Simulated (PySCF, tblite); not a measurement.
# C₃H₁₀NSi₂ radical: geometry, infrared bands and EPR parameters

Wanted: the infrared bands and EPR parameters of C₃H₁₀NSi₂ radical (`[NH][Si@H]1CCC[SiH2]1`), by calculation.

The runs use tblite 0.8.0 and PySCF 2.14.0, with density-fitted response routines of our own; the level of theory stands in each step. All values are computed, except where a source is named. Atoms count from 0, in the outputs and in this text.

## 1. The starting structure

16 atoms, charge 0, multiplicity 2; geometry from: force field or distance geometry start.

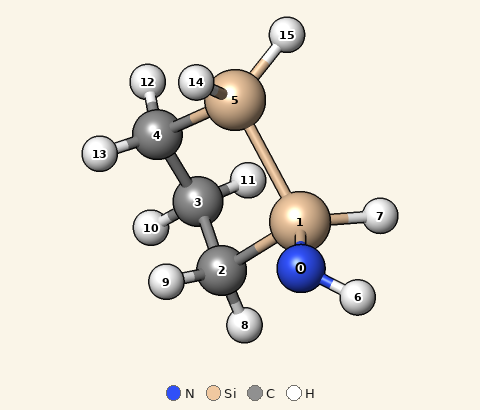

The starting geometry (nitrogen blue, silicon light orange, carbon grey, hydrogen white), atoms numbered.

## 2. Relaxing the molecule with GFN2-xTB

What the job is given:

```
{"job": {"kind": "relax", "xc": "GFN2-xTB", "basis": "xTB"}, "charge": 0, "multiplicity": 2}
N      2.671400     0.604600     0.871000
Si     1.327200     0.415000    -0.290000
C      0.479800    -1.259900    -0.108500
C     -0.944300    -0.987200    -0.559300
C     -1.578800    -0.014700     0.400800
Si    -0.522800     1.545700     0.341700
H      3.576900     0.677300     0.345600
H      1.689600     0.720300    -1.659200
H      0.984300    -2.049000    -0.667600
H      0.418800    -1.454500     0.993500
H     -1.497500    -1.967300    -0.474700
H     -1.032300    -0.697500    -1.613100
H     -2.580100     0.256700    -0.028800
H     -1.668300    -0.402400     1.429700
H     -0.375500     2.137700     1.674700
H     -0.956000     2.484200    -0.667100
```

Run with:

```bash
> OMP_NUM_THREADS=1 python probes_run.py task.json out
```

One launch serves the whole session: the jobs run in the order shown.

Output:

```text
step      E/eV     max force
  0    -484.60189    5.090
  1    -485.12985    1.746
  2    -485.21000    1.550
  3    -485.25823    0.744
  4    -485.32242    0.508
  5    -485.34457    0.446
  6    -485.36494    0.387
  7    -485.38590    0.378
  8    -485.40529    0.415
  9    -485.41996    0.315
 10    -485.43082    0.220
 11    -485.44030    0.209
 12    -485.44732    0.189
 13    -485.45246    0.177
 14    -485.45738    0.166
 15    -485.46241    0.159
 16    -485.46700    0.154
 17    -485.47014    0.126
 18    -485.47258    0.111
 19    -485.47526    0.136
 20    -485.47813    0.140
 21    -485.48064    0.123
 22    -485.48190    0.262
 23    -485.48374    0.108
 24    -485.48510    0.106
 25    -485.48809    0.100
 26    -485.48949    0.091
 27    -485.49135    0.094
 28    -485.49240    0.087
 29    -485.49332    0.074
 30    -485.49411    0.058
 31    -485.49504    0.063
 32    -485.49582    0.061
 33    -485.49642    0.063
 34    -485.49694    0.067
 35    -485.49758    0.064
 36    -485.49829    0.062
 37    -485.49887    0.046
 38    -485.49919    0.039
 39    -485.49941    0.043
 40    -485.49965    0.038
 41    -485.49992    0.037
 42    -485.50014    0.033
 43    -485.50029    0.033
 44    -485.50044    0.032
 45    -485.50061    0.033
 46    -485.50076    0.027
 47    -485.50088    0.025
 48    -485.50098    0.028
 49    -485.50110    0.033
 50    -485.50126    0.033
 51    -485.50143    0.034
 52    -485.50156    0.029
 53    -485.50167    0.027
 54    -485.50182    0.036
 55    -485.50200    0.036
 56    -485.50218    0.026
 57    -485.50232    0.030
 58    -485.50245    0.029
 59    -485.50262    0.041
 60    -485.50285    0.042
 61    -485.50309    0.033
 62    -485.50328    0.034
 63    -485.50346    0.038
 64    -485.50370    0.060
 65    -485.50403    0.067
 66    -485.50436    0.046
 67    -485.50458    0.039
 68    -485.50475    0.037
 69    -485.50494    0.048
 70    -485.50517    0.056
 71    -485.50537    0.038
 72    -485.50551    0.036
 73    -485.50560    0.031
 74    -485.50570    0.027
 75    -485.50583    0.031
 76    -485.50597    0.036
 77    -485.50611    0.042
 78    -485.50623    0.042
 79    -485.50637    0.040
 80    -485.50652    0.033
 81    -485.50666    0.024
 82    -485.50676    0.020
 83    -485.50682    0.016
 84    -485.50686    0.016
 85    -485.50691    0.019
 86    -485.50698    0.016
 87    -485.50705    0.013
 88    -485.50709    0.014
 89    -485.50711    0.009
```

It took 0.64 s on 1 thread of Arm Neoverse V1, shared host.

Along the way: (not every step is listed)

| step | energy from step 0 (eV) | largest force (eV/Å) |
| --- | --- | --- |
| 0 | 0.0000 | 5.0899 |
| 1 | -0.5280 | 1.7458 |
| 2 | -0.6081 | 1.5495 |
| 3 | -0.6563 | 0.7442 |
| 4 | -0.7205 | 0.5082 |
| 5 | -0.7427 | 0.4460 |
| 6 | -0.7630 | 0.3868 |
| 7 | -0.7840 | 0.3777 |
| 8 | -0.8034 | 0.4147 |
| 15 | -0.8605 | 0.1592 |
| 22 | -0.8800 | 0.2621 |
| 29 | -0.8914 | 0.0742 |
| 36 | -0.8964 | 0.0622 |
| 43 | -0.8984 | 0.0329 |
| 50 | -0.8994 | 0.0326 |
| 57 | -0.9004 | 0.0300 |
| 64 | -0.9018 | 0.0605 |
| 71 | -0.9035 | 0.0383 |
| 78 | -0.9043 | 0.0415 |
| 84 | -0.9050 | 0.0159 |
| 85 | -0.9050 | 0.0188 |
| 86 | -0.9051 | 0.0156 |
| 87 | -0.9052 | 0.0132 |
| 88 | -0.9052 | 0.0139 |
| 89 | -0.9052 | 0.0093 |

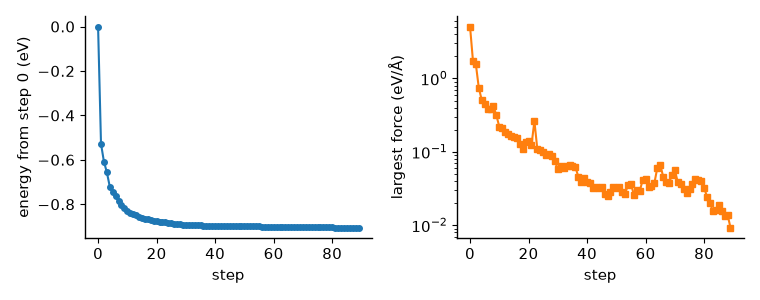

Energy and largest force along the relaxation.

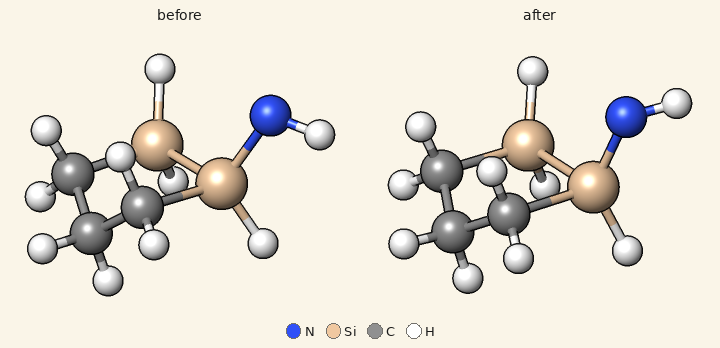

The geometry before (left) and after (right).

Close pairs (by a distance rule), those that changed most:

| bond | before (Å) | after (Å) | change (Å) |
| --- | --- | --- | --- |
| Si1–Si5 | 2.258 | 2.413 | +0.155 |
| N0–Si1 | 1.786 | 1.636 | -0.150 |
| N0–H6 | 1.049 | 1.007 | -0.043 |
| C3–H10 | 1.129 | 1.096 | -0.033 |
| C2–H9 | 1.121 | 1.089 | -0.032 |
| C4–H12 | 1.123 | 1.092 | -0.031 |
| Si1–H7 | 1.449 | 1.478 | +0.029 |
| Si1–C2 | 1.886 | 1.913 | +0.027 |

The final coordinates are the input of the step that follows.

## 3. Harmonic vibrations with GFN2-xTB

What the job is given:

```
{"job": {"kind": "ir", "xc": "GFN2-xTB", "basis": "xTB"}, "charge": 0, "multiplicity": 2}
N      2.529347     0.452008     0.904656
Si     1.490374     0.311422    -0.351221
C      0.479538    -1.308351    -0.238478
C     -0.993222    -1.048441    -0.504447
C     -1.529121     0.031905     0.434313
Si    -0.446314     1.591494     0.308183
H      3.348491     1.037267     0.887432
H      1.658517     0.640472    -1.781920
H      0.869774    -2.042400    -0.942473
H      0.609138    -1.720893     0.760470
H     -1.570199    -1.970159    -0.371199
H     -1.132888    -0.729606    -1.542542
H     -2.573803     0.250506     0.205760
H     -1.501226    -0.340308     1.460750
H     -0.384965     2.369249     1.539970
H     -0.861040     2.484779    -0.780665
```

Output:

```text
mode    cm-1     km/mol
  1      68.4      1.80
  2     135.9     21.28
  3     201.1      7.80
  4     245.9     16.05
  5     261.5     12.25
  6     314.5      3.58
  7     326.9     10.10
  8     367.5     69.69
  9     429.6      4.52
 10     493.6     33.76
 11     571.6    258.18
 12     590.1     48.09
 13     652.3     91.30
 14     670.2     13.69
 15     701.0     32.95
 16     760.8     74.36
 17     777.8    231.53
 18     804.1    104.49
 19     819.2     98.49
 20     955.6     19.33
 21     959.5      8.48
 22    1042.8      9.74
 23    1108.1      1.51
 24    1131.7     22.53
 25    1172.2     56.28
 26    1214.9      2.20
 27    1258.3      4.83
 28    1282.2      6.02
 29    1336.9      2.02
 30    1467.1      0.44
 31    1486.5      0.62
 32    1511.1      1.02
 33    2113.5    311.22
 34    2206.9    361.80
 35    2299.2    283.21
 36    2923.1     57.32
 37    2948.2     25.95
 38    2962.6     58.58
 39    2975.6     18.95
 40    2993.2     64.48
 41    3011.8     30.43
 42    3465.8      3.90
```

It took 0.58 s on 1 thread of Arm Neoverse V1, shared host.

The strongest bands and the atoms that carry them (share of the mass-weighted mode):

| cm⁻¹ | km/mol | atoms |
| --- | --- | --- |
| 572 | 258.2 | H15 42 %, H14 37 % |
| 652 | 91.3 | H7 75 % |
| 778 | 231.5 | H14 44 %, H15 42 % |
| 804 | 104.5 | H6 21 %, C2 15 %, C4 14 %, H8 14 % |
| 819 | 98.5 | H6 52 %, N0 13 % |
| 2114 | 311.2 | H7 96 % |
| 2207 | 361.8 | H15 96 % |
| 2299 | 283.2 | H14 97 % |

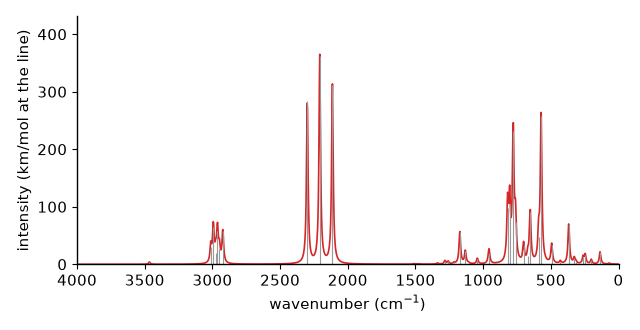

The infrared spectrum from these modes, unscaled. Lines are broadened to a width of 14 cm⁻¹ (Lorentzian).

## 4. EPR parameters: B3LYP/pcH-1

Settings changed since step 3:

```diff
@@ -1,2 +1,2 @@
-{"job": {"kind": "ir", "xc": "GFN2-xTB", "basis": "xTB"}, "charge": 0, "multiplicity": 2}
+{"job": {"kind": "epr", "basis": "pcH-1"}, "charge": 0, "multiplicity": 2}
 N      2.529347     0.452008     0.904656
```

With the program's defaults for keys left out, this is: UKS B3LYP, pcH-1 on C H N Si, non-relativistic, mean-field spin-orbit, GIAO.

Output:

```text
UKS, coarse grid
  cycle   1  E = -753.92147827  |g| = 5.28e-01
  cycle   2  E = -753.41210849  |g| = 1.08e+00
  cycle   3  E = -754.05208499  |g| = 1.62e-01
  cycle   4  E = -754.06221141  |g| = 1.16e-01
  cycle   5  E = -754.06914246  |g| = 2.96e-02
  cycle   6  E = -754.06970906  |g| = 1.36e-02
  cycle   7  E = -754.06985607  |g| = 2.90e-03
  cycle   8  E = -754.06986437  |g| = 8.19e-04
UKS, final grid
  cycle   1  E = -754.06988620  |g| = 1.03e-03
  cycle   2  E = -754.06988560  |g| = 1.54e-03
  cycle   3  E = -754.06988672  |g| = 2.74e-04
  cycle   4  E = -754.06988676  |g| = 4.74e-05
  cycle   5  E = -754.06988677  |g| = 4.08e-05
  cycle   6  E = -754.06988677  |g| = 8.25e-06
E = -754.06988677 Eh   <S^2> = 0.7582 (exact 0.7500)
g shifts (ppm)      1          2          3
  rmc          -197       -197       -197
  gc             11         10         32
  oz_so         137       2787       6041
  total         -48       2600       5877
hyperfine (MHz)  atom isotope    a_iso     a_fc   dipolar eigenvalues
    0   14N      22.84      22.73    -33.83    -32.43     66.27
    1  29Si      62.01      62.15     -5.24     -0.51      5.75
    2   13C      19.41      19.41     -4.89     -4.58      9.48
    3   13C      -1.84      -1.84     -0.70     -0.15      0.85
    4   13C       4.17       4.16     -2.55     -2.23      4.79
    5  29Si    -134.35    -134.62    -58.72     28.49     30.24
    6    1H     -45.02     -45.16    -41.63     -7.45     49.08
    7    1H      28.50      28.50     -2.68     -1.58      4.26
    8    1H       0.66       0.66     -2.79     -0.82      3.61
    9    1H      -3.02      -3.02     -3.52     -0.54      4.06
   10    1H       5.84       5.84     -1.23     -0.51      1.74
   11    1H       0.29       0.28     -1.43     -0.86      2.29
   12    1H      16.16      16.16     -2.21     -0.10      2.31
   13    1H      -0.56      -0.56     -1.99     -0.24      2.23
   14    1H      -7.70      -7.70     -3.85     -0.79      4.64
   15    1H      33.05      33.05     -3.84     -0.17      4.02
```

Wall time 87 s (1 thread of Arm Neoverse V1, shared host); peak memory 0.96 GiB.

Principal g values 2.00227, 2.00492, 2.00820; g(iso) = 2.00513, against 2.00232 for a free electron.

Hyperfine couplings, nucleus by nucleus at this fixed geometry (no averaging over rotations):

| nuclei | isotope | a(iso) (MHz) | a(iso) (G, at g = 2.0023) | largest dipolar term (MHz) |
| --- | --- | --- | --- | --- |
| Si5 | 29Si | -134.4 | -47.9 | -58.7 |
| Si1 | 29Si | 62.0 | 22.1 | 5.7 |
| H6 | 1H | -45.0 | -16.1 | 49.1 |
| H15 | 1H | 33.1 | 11.8 | 4.0 |
| H7 | 1H | 28.5 | 10.2 | 4.3 |
| N0 | 14N | 22.8 | 8.1 | 66.3 |
| C2 | 13C | 19.4 | 6.9 | 9.5 |
| H12 | 1H | 16.2 | 5.8 | 2.3 |
| H14 | 1H | -7.7 | -2.7 | 4.6 |
| H10 | 1H | 5.8 | 2.1 | 1.7 |
| C4 | 13C | 4.2 | 1.5 | 4.8 |
| H9 | 1H | -3.0 | -1.1 | 4.1 |
| C3 | 13C | -1.8 | -0.7 | 0.9 |
| H8 | 1H | 0.7 | 0.2 | 3.6 |

Mulliken spin populations:

N0 0.76; Si1 -0.06; C2 0.05; C3 0.00; C4 0.02; Si5 0.24; H6 -0.02; H7 0.01; H8 0.00; H9 0.00; H10 0.00; H11 0.00; H12 0.01; H13 0.00; H14 -0.01; H15 0.02

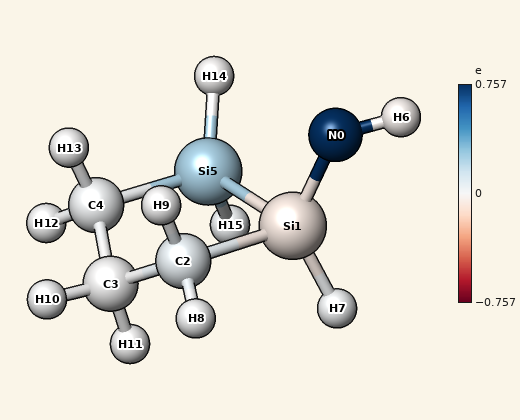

Mulliken spin populations, as colours on the atoms.

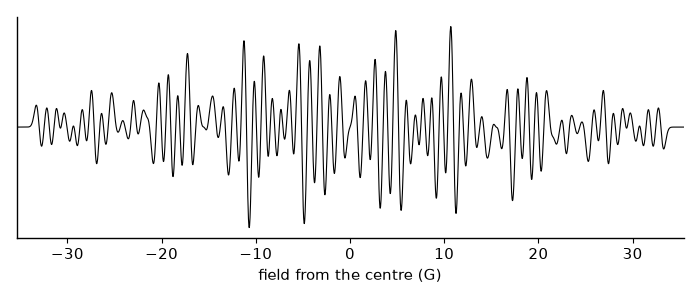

First-order isotropic spectrum (first derivative, main isotopes with spin only, couplings over 0.8 MHz, Gaussian width 0.3 G; couplings of the frozen geometry, rotation of groups not averaged beyond the rows shown).

Orbitals, density, ELF and potential are computed afterwards from the orbital file.

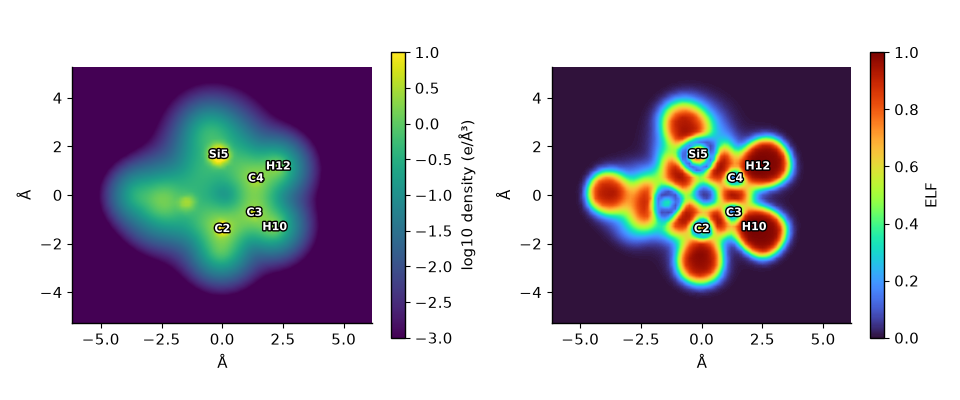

Density (left) and ELF (right) in a plane through or near 6 of the atoms.

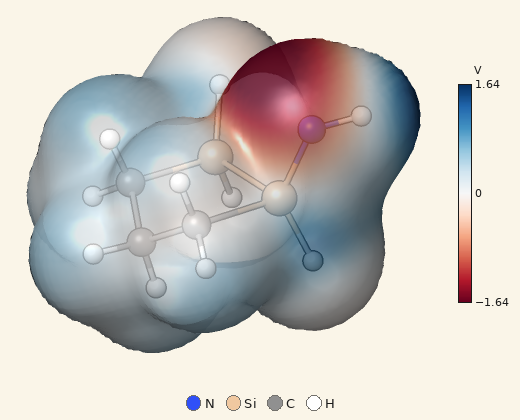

Electrostatic potential on the surface of density 0.002 e/bohr³; red is low, blue high. It runs from -1.64 V near N0 to 1.37 V near H6.

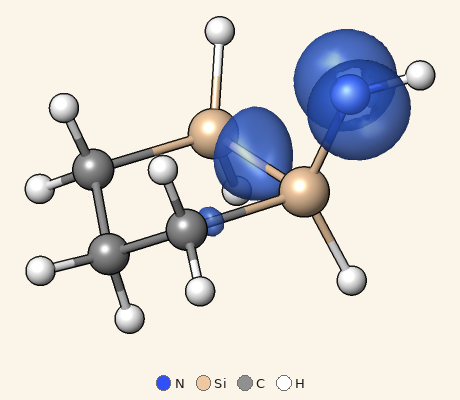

Spin density at ±0.06 e/Å³ (alpha excess blue, beta excess red).

## 5. What came out

```
                                                                  quantity                    value
                                 strongest single infrared mode (GFN2-xTB)    2207 cm⁻¹, 362 km/mol
                                              zero-point energy (GFN2-xTB)            75.8 kcal/mol
                                                            g(iso) (B3LYP)                  2.00513
                                                                      ⟨S²⟩       0.758 (exact 0.75)
                                                            largest a(iso)  29Si on Si5, -134.4 MHz
potential on the surface of density 0.002 e/bohr³, 1st and 99th percentile       -1.64 V and 1.37 V
```

**Reading.** The optimisation took 89 steps and gained 0.905 eV; among the close pairs (by a distance rule), Si1–Si5 changed most, from 2.258 to 2.413 Å. All 42 modes are real, so the xTB geometry is a minimum. The strongest single mode, at 2207 cm⁻¹, moves mainly H15. GFN2-xTB is a fitted tight-binding method: band positions and strengths are rough. Its intensities can rank the bands wrongly. The largest share of the spin, 0.76 e, sits on N0. The isotropic g lies 2.8 ppt above the free-electron value. The conformer search found further structures of the same energy, which may be mirror or relabelled copies of this one.
